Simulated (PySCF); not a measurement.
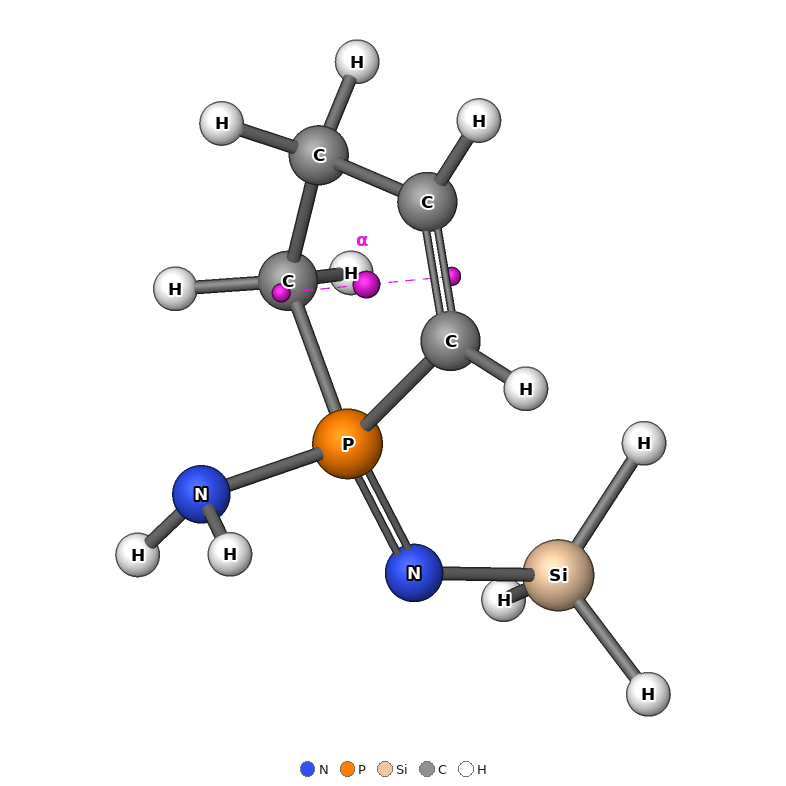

The small points mark where nucleus-independent chemical shifts (NICS) were computed: at the centre of each lettered ring and 1 Å above and below it. The computed structure is the end point of a GFN2-xTB optimisation. No frequency run is at hand to confirm it as a minimum. Properties computed with GIAO PBE0/pcSseg-1 NMR shielding, non-relativistic, gas phase (PySCF 2.14.0).

Give NICS(0), NICS(1) and the out-of-plane component NICS(1)zz for each ring (means of the two sides).

| ring | members | NICS(0) | NICS(1) | NICS(1)zz |
| --- | --- | --- | --- | --- |
| α | C4P | −3.1 | −3.4 | −2.9 |

Values in ppm.

Question. What do the values say about the ring currents?

Answer. Ring α: weak, as in a non-aromatic ring. NICS is one index among several.

The geometry is semi-empirical. Around P, Si such bond lengths and angles can be off by a tenth of an ångström or more and by several degrees, and values that hang on the shape move with them.
